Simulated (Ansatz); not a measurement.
# CH4GeO2 (SMILES O=C[O][GeH3]) at wB97M-V/def2-SVP

What is the electronic atomisation energy of CH4GeO2 at wB97M-V/def2-SVP? 

The calculation is run with Ansatz 0.2.0.

53 further runs of the same task are left out: 53 set aside as unsound or not needed. Runs told in other sessions of the task aren't counted.

## Step 1: The system as given

CH4GeO2 has 8 atoms, charge 0, and is taken as a singlet. As SMILES, `O=C[O][GeH3]`. The coordinates come from a PBE0-D4/def2-TZVP relaxation. This is one conformer, not always the lowest.

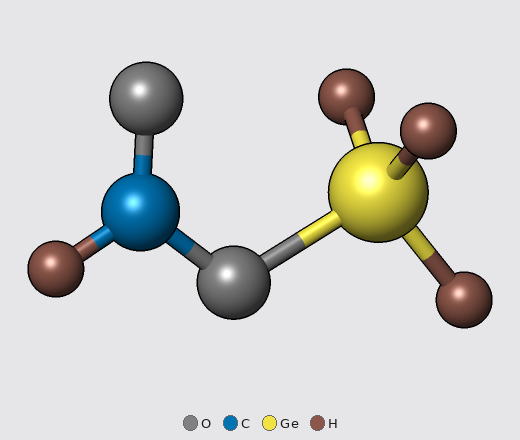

Viewed from a chosen angle; oxygen grey, carbon blue, germanium yellow, hydrogen brown.

## Step 2: A single-point energy at wB97M-V/def2-SVP

Input file input.yaml:

```yaml
crystal:
  periodic: [false, false, false]
  atoms:
    - symbol: O
      position_ang: [1.249800, -0.737800, 1.111600]
    - symbol: C
      position_ang: [1.395900, 0.277800, 0.484100]
    - symbol: O
      position_ang: [0.493200, 0.797800, -0.322800]
    - symbol: Ge
      position_ang: [-1.061900, -0.180000, -0.421000]
    - symbol: H
      position_ang: [2.310300, 0.889700, 0.516800]
    - symbol: H
      position_ang: [-1.700900, -0.218500, 0.966900]
    - symbol: H
      position_ang: [-0.732900, -1.562300, -0.983900]
    - symbol: H
      position_ang: [-1.861500, 0.676100, -1.407500]
basis:
  gaussian: {orbitals: def2-SVP}
output: {orbitals: {seedname: orbitals}}
accuracy: high
hamiltonian: {xc: {name: wB97M-V}}
total_charge: 0
```

Started as:

```console
$ ansatz run input.yaml --threads 1 --pin off --max-ram 2610MiB --events-out events.jsonl --progress --plain --runs-dir runs
```

The log of the run:

```text
Warning: RAYON_NUM_THREADS=1 ignored (pool sized by the plan → 1); use --threads N
Functional definition: wB97M-V
  name "wB97M-V"
  parameter omega = 0.3/bohr
  parameter cx = 0.15
  parameter cx01 = 1.007
  parameter cx10 = 0.259
  parameter css00 = 0.443
  parameter css04 = -1.437
  parameter css10 = -4.535
  parameter css20 = -3.390
  parameter css43 = 4.278
  parameter cos00 = 1.000
  parameter cos10 = 1.358
  parameter cos20 = 2.924
  parameter cos21 = -8.812
  parameter cos60 = -1.390
  parameter cos61 = 9.142
  parameter b = 6.0
  parameter c = 0.01
  gx(w, u) = 1 - cx + cx01*u + cx10*w
  gss(w, u) = css00 + css04*u^4 + css10*w + css20*w^2 + css43*w^4*u^3
  gos(w, u) = cos00 + cos10*w + (cos20 + cos21*u)*w^2 + (cos60 + cos61*u)*w^6
  exchange = spin_sum(e_x_unif_sr(omega)*gx(b97_w, b97_u_x)) + cx*exact_x_sr(omega) + exact_x_lr(omega)
  correlation = spin_sum(e_c_pw_mod_same_spin*gss(b97_w, b97_u_same))
      + integral(e_c_pw_mod_opposite_spin*gos(b97_w_opposite, b97_u_opposite)) + vv10(b, c)
2075 factors; integrals over basis functions are off by at most 4.6e-9 eV
337 factors; integrals over basis functions are off by at most 2.1e-9 eV
mean field evaluation 1: about -61694.7125 eV, gradient 4.8e1 eV
mean field evaluation 2: about -61693.9159 eV, gradient 5.6e1 eV
mean field evaluation 4: about -61698.7396 eV, gradient 3.1e0 eV
mean field evaluation 8: about -61698.8742 eV, gradient 1.2e-1 eV
mean field evaluation 16: about -61698.8743 eV, gradient 6.0e-5 eV
mean field -61698.87431178 eV, -2267.3918099590 hartree, gradient 7.1e-8 eV, S^2 0.000000; 0 other end points of the search recorded, 0 dependent functions left out
reference -61698.87431596 eV, -2267.3918101125 hartree; 29, 29 occupied and 65, 65 virtual orbitals, 2075 factors
Total energy: -61698.87431596 eV, -2267.3918101125 hartree
```

Run time: 69 s. Hardware: 1 thread of Arm Neoverse V2, shared host; peak memory 0.61 GiB.

## Step 3: The C atom at the same level

Input file molecule.yaml:

```yaml
basis:
  gaussian: {orbitals: def2-SVP}
crystal:
  periodic: [false, false, false]
  atoms:
    - {symbol: C, position_ang: [0.000000, 0.000000, 0.000000]}
magnetization: {spin_polarized: true, initial_magnetization: 2}
hamiltonian: {xc: {name: wB97M-V}}
accuracy: high
```

Run the same way, it converges to -37.79948 Eh (log not shown).

## Step 4: The Ge atom

Input file job.yaml:

```yaml
crystal:
  periodic: [false, false, false]
  atoms:
    - {symbol: Ge, position_ang: [0.000000, 0.000000, 0.000000]}
basis:
  gaussian:
    orbitals: def2-SVP
accuracy: high
hamiltonian:
  xc: {name: wB97M-V}
magnetization:
  spin_polarized: true
  initial_magnetization: 2
```

Started as:

```console
$ ansatz run job.yaml --threads 1 --pin off --max-ram 2610MiB --events-out events.jsonl --progress --plain --runs-dir runs
```

The log of the run:

```text
Warning: RAYON_NUM_THREADS=1 ignored (pool sized by the plan → 1); use --threads N
[... 19 set-up lines as earlier in the session ...]
  gx(w, u) = 1 - cx + cx01*u + cx10*w
  gss(w, u) = css00 + css04*u^4 + css10*w + css20*w^2 + css43*w^4*u^3
  gos(w, u) = cos00 + cos10*w + (cos20 + cos21*u)*w^2 + (cos60 + cos61*u)*w^6
[... 2 set-up lines as earlier in the session ...]
      + integral(e_c_pw_mod_opposite_spin*gos(b97_w_opposite, b97_u_opposite)) + vv10(b, c)
315 factors; integrals over basis functions are off by at most 3.9e-9 eV
85 factors; integrals over basis functions are off by at most 1.5e-9 eV
mean field evaluation 1: about -56505.6413 eV, gradient 4.9e0 eV
mean field evaluation 2: about -56505.6963 eV, gradient 3.7e0 eV
mean field evaluation 4: about -56505.7207 eV, gradient 2.6e-2 eV
mean field evaluation 8: about -56505.7273 eV, gradient 5.4e-4 eV
mean field evaluation 16: about -56505.7273 eV, gradient 8.9e-9 eV
mean field -56505.72725026 eV, -2076.5471754894 hartree, gradient 9.9e-8 eV, S^2 2.002317; 0 other end points of the search recorded, 0 dependent functions left out
reference -56505.72725221 eV, -2076.5471755613 hartree; 17, 15 occupied and 15, 17 virtual orbitals, 315 factors
Total energy: -56505.72725221 eV, -2076.5471755613 hartree
```

It took 11 s on 1 thread of Arm Neoverse V2, shared host; peak memory 0.27 GiB.

## Step 5: The H atom, same level

Input file job.yaml:

```yaml
crystal:
  periodic: [false, false, false]
  atoms:
    - {symbol: H, position_ang: [0.000000, 0.000000, 0.000000]}
basis:
  gaussian: {orbitals: def2-SVP}
magnetization: {spin_polarized: true, initial_magnetization: 1}
hamiltonian: {xc: {name: wB97M-V}}
accuracy: high
```

Run the same way, it converges to -0.49171 Eh (log not shown).

## Step 6: The O atom at the same level

Input file input.yaml:

```yaml
crystal:
  periodic: [false, false, false]
  atoms:
    - symbol: O
      position_ang: [0.000000, 0.000000, 0.000000]
basis:
  gaussian: {orbitals: def2-SVP}
magnetization: {spin_polarized: true, initial_magnetization: 2}
hamiltonian: {xc: {name: wB97M-V}}
accuracy: high
```

Run the same way, it converges to -74.98020 Eh (log not shown).

## Step 7: Results

Level: wB97M-V/def2-SVP.

| quantity | value |
| --- | --- |
| molecule: total energy | -2267.39181 Eh |
| molecule: HOMO energy | -10.63 eV |
| molecule: LUMO energy | 2.13 eV |
| molecule: HOMO–LUMO gap | 12.76 eV |
| C atom: total energy | -37.79948 Eh |
| C atom: ⟨S²⟩ | 2.002 |
| Ge atom: total energy | -2076.54718 Eh |
| Ge atom: ⟨S²⟩ | 2.002 |
| H atom: total energy | -0.49171 Eh |
| H atom: ⟨S²⟩ | 0.750 |
| O atom: total energy | -74.98020 Eh |
| O atom: ⟨S²⟩ | 2.003 |
| electronic atomisation energy | 30.420 eV |

**Reading.** Taking the molecule apart into free atoms costs 30.42 eV (2935 kJ/mol), before zero-point energy and without spin-orbit coupling.
